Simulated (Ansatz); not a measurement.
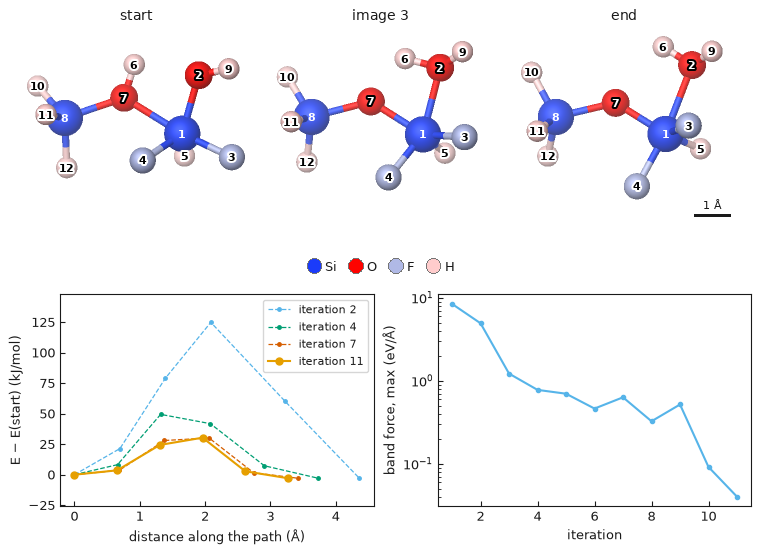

A search for the minimum-energy path of Si2H6O2F2 by the nudged elastic band. Images are numbered from 0 (start) to 5 (end). The plot follows the band through its iterations. A ball-and-stick model, seen at a tilt.

Method: RKS CAM-B3LYP/6-31G (Ansatz 0.2.0). Run with 4 movable images; no climbing image; force threshold 0.05 eV/Å; iteration limit 60; starting path through a guess of the saddle point.

Did the band converge, and can the barrier be trusted?

Answer. The run is converged, with reservations. The band converged in 11 iterations. The largest component of the band force went from 8.4 to 0.04 eV/Å. No image climbed, so the highest image needn't lie on the saddle point, and the true maximum along this path can be higher. The first iteration put the highest image at 241.8 kJ/mol. The energy climbs by 30.3 kJ/mol to image 3 and then falls by 33.3 kJ/mol, so the end point sits at −2.9 kJ/mol.
